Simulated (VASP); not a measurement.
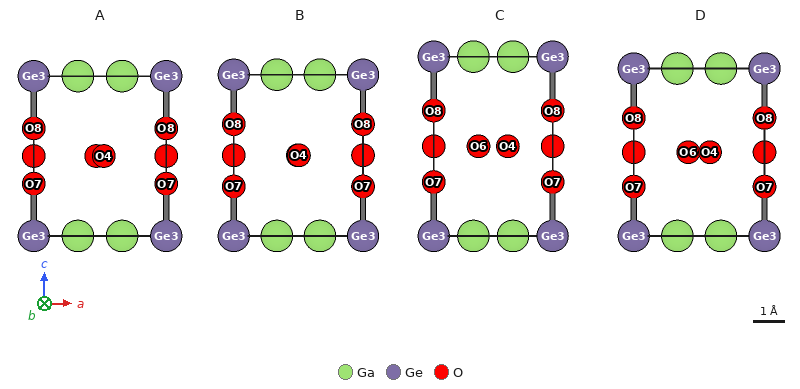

4 geometries from one relaxation of a crystal of Ga2GeO5 (a generated structure, set up in P-62m), in shuffled order. Style: ball-and-stick. Shown: the cell of the calculation, along the b axis.

The run lets cell and atoms move.

Level of theory: Kohn-Sham DFT of a periodic cell, PBE, VASP PAW PBE potentials, recommended in VASP 6.6.1. (plane-wave cutoff 520 eV; k-point mesh 4 × 4 × 3; occupations gaussian; smearing width 0.15 eV; no spin polarisation)

Question: Put them in the order of the run, from the start to the converged end.

Answer: C, D, A, B. They are steps 0, 3, 7, 17, at +2.189 eV per cell of the calculation, +0.823 eV per cell of the calculation, +0.499 eV per cell of the calculation relative to the last. The largest moves relative to the cell, 0.59 Å, are those of O atoms. Ga and Ge stay in place. The drawn cell changes as follows: a = b 4.531 → 4.927 Å (+8.8 %), c 5.919 → 5.323 Å (−10.1 %); the volume changes by +6.4 %. Among the contacts that change: Ge–O 1.780 → 1.634 Å. The space group stays P-62m (No. 189). Over 17 geometry steps the energy falls by 2.189 eV per cell of the calculation. The largest force component goes from 1.4 to 0.065 eV/Å. The pressure goes from 6.69 to 0.10 GPa. It ran on 1 thread of Intel(R) Xeon(R) Platinum 8259CL CPU @ 2.50GHz (Skylake/Cascade Lake), with other jobs on the host.

Limits of the set-up: layers or molecules are held without a dispersion correction, so their spacing is unreliable.
